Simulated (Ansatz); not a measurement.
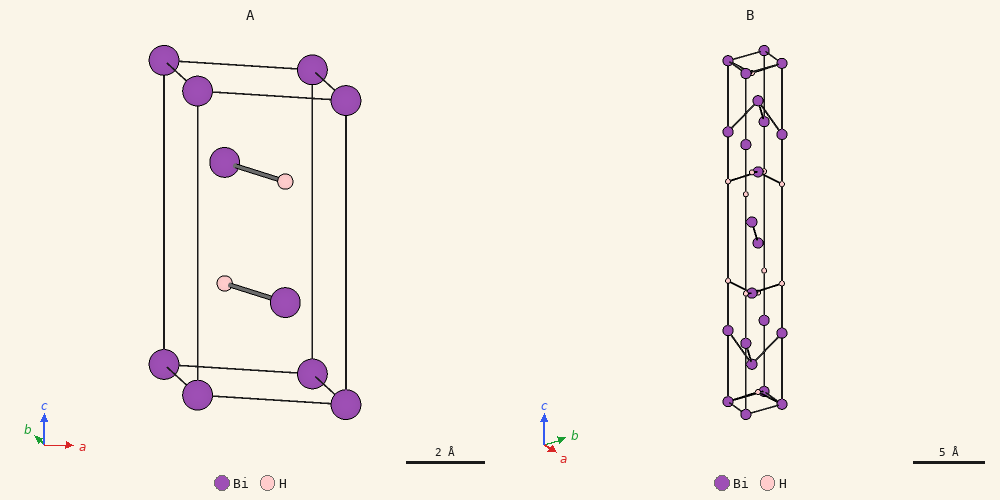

Two structures of Bi₃H₂, each relaxed to rest (conventional cells in solid outline, small ones repeated, not to one scale). Method: DFT PBE, scalar-relativistic, plane waves, PAW (Ansatz 0.2.0), without spin polarisation.

Question: What are the two structures?

Answer: A: 5 atoms a cell on a primitive hexagonal lattice, P-3m1. B: 15 atoms a cell on a rhombohedral (trigonal R) lattice, R-3m.

Question: Which of the two does the method prefer?

Answer: B is lower, by 31 meV/atom at this level of theory (energies at zero smearing). Volumes: A 22.4, B 22.2 Å³/atom.

One or both may be structure types tried for this composition rather than known phases.
